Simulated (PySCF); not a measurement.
Al$_{2}$F$_{6}$

```xyz
8

Al   -0.1155   -0.7626   -1.1674
F    -0.6127    0.0163   -2.5264
F     0.2321   -2.3673   -1.0889
F     1.1319    0.2145   -0.2843
Al    0.1494    0.7414    1.1476
F     0.6485   -0.0351    2.5070
F    -0.1977    2.3456    1.0633
F    -1.0977   -0.2385    0.2653
```

Geometry: PBE0-D3(BJ)/def2-SVP.

Level of theory: CAM-B3LYP/def2-SVPD, SCF density, gas phase in PySCF.

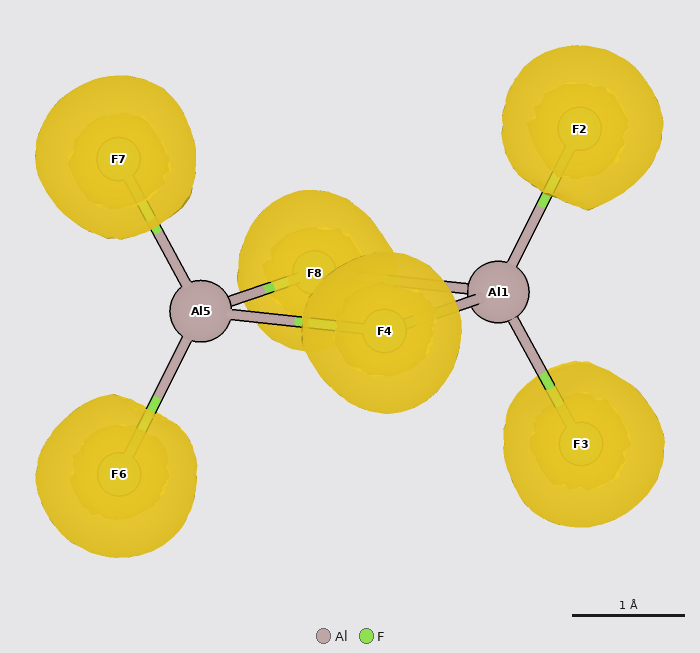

Figure 1. Isosurface of the electron localisation function at 0.8 (yellow), seen at a tilt. Only the valence region is drawn (cores and ρ < 0.01 e/Å³ removed).

Q: Identify the bonds, lone pairs and shells in this picture.

A: At this value the surface marks out six regions wrapped around F (the valence shell of each). Along the contacts the grid gives the following. Al–F (1.64 Å): the ELF peaks at about 0.85 in the valence shell of F, 0.6 Å from its nucleus, and is about 0.30 at the midpoint. Al–F (1.81 Å): the ELF peaks at about 0.85 in the valence shell of F, 0.6 Å from its nucleus, and is about 0.35 at the midpoint.

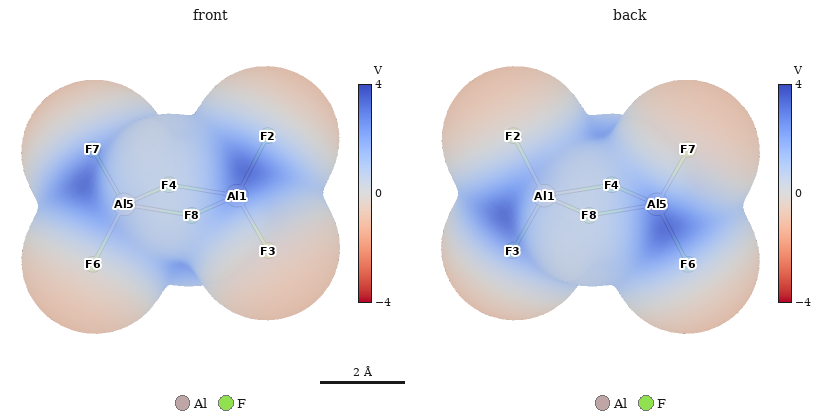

Figure 2. The electrostatic potential painted on the density surface at 0.001 e/bohr³, seen from the front and from behind; the colour scale runs from red (negative) to blue (positive).

Q: Which sites attract a positive test charge, and which a negative one?

A: A positive charge is drawn to the negative regions and a negative charge to the positive ones. The most negative region (about −0.8 V) lies over F2, F3, F6 and F7, the most positive (about +3.3 V) over Al1 and Al5.

Q: What dipole moment does the calculation give?

A: Its dipole moment is zero.
